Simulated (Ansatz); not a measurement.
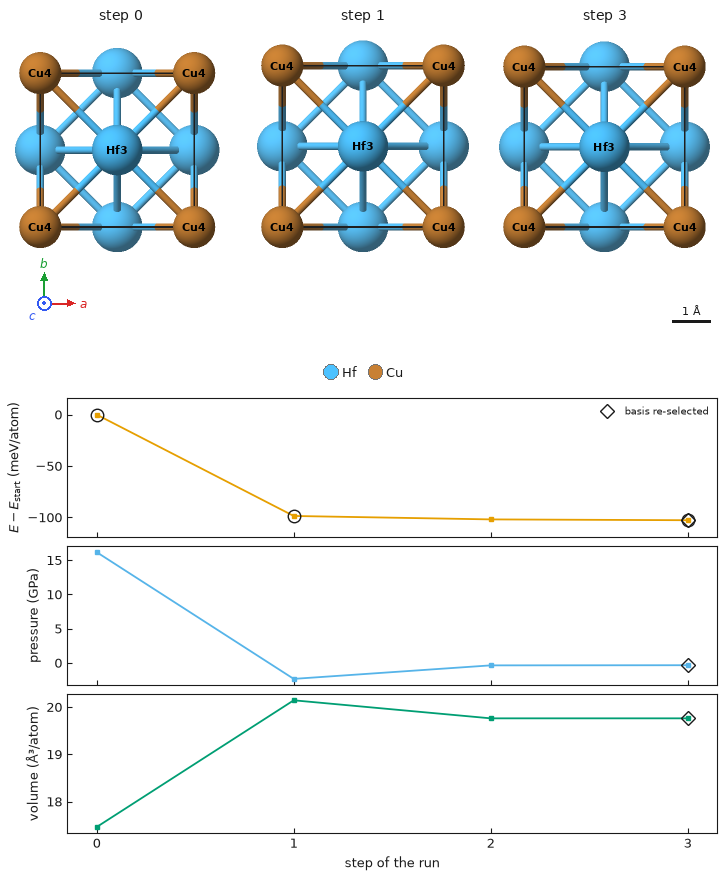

Frames of a relaxation of a crystal of Hf$_{3}$Cu (built on the Cu3Au (L1_2)_221 type) (coarse preliminary run), marked on the history of the run. Style: ball-and-stick. Shown: the cell of the calculation, along the c axis.

Case: Cu3Au (L1_2) type (Pm-3m, No. 221).

Level of theory: DFT PBE, scalar-relativistic, plane waves, PAW in Ansatz.

Input file:
```yaml
crystal:
  lattice:
    - [4.1183948993, 0.0, 0.0]
    - [0.0, 4.1183948993, 0.0]
    - [0.0, 0.0, 4.1183948993]
  atoms:
    - { symbol: Hf, position: [0.0, 0.5, 0.5] }
    - { symbol: Hf, position: [0.5, 0.0, 0.5] }
    - { symbol: Hf, position: [0.5, 0.5, 0.0] }
    - { symbol: Cu, position: [0.0, 0.0, 0.0] }
basis:
  ecutwfc: 420
kpoints:
  mp_grid: { grid: [4, 4, 4] }
hamiltonian:
  xc: pbe
scf:
  occupations: { method: gaussian, width: 0.1 }
  lower_state_search: "off"
output:
  forces: true
  stress: true
  eigenvalues: true
relax:
  adjacent_minimum: "off"
  f_tol: 0.04
  max_steps: 70
  cell: { stress_tol: 0.4 }
```

Launched with:
```bash
ansatz run input.yaml --threads 1 --pin off --max-ram 2560MiB --backend cpu --events-out ev --progress --plain --runs-dir out
```

What happens along the run?

The atoms keep their places relative to the cell (all moves are under 0.005 Å). Cell: a = b = c 4.118 → 4.292 Å (+4.2 %). Volume +13.2 %. Among the contacts that change: Hf1–Cu4 2.912 → 3.035 Å, Hf1–Hf2 2.912 → 3.035 Å. The space group stays Pm-3m (No. 221). After 2 accepted moves (3 points after the start) the energy has fallen by 103 meV per atom. All forces vanish by symmetry, so only the cell relaxes. The pressure goes from 16.18 to −0.33 GPa. The SCF was repeated once at an unchanged geometry on a basis and grid sized afresh for the cell, which shifted the energy by 0.8 meV per atom at most. From step 0 to 1: volume +15.3 %, energy −98.6 meV per atom. From step 1 to 3: volume −1.9 %, energy −4.1 meV per atom.

Limits of the set-up: the k-point mesh is coarse for a cell with partly filled bands.
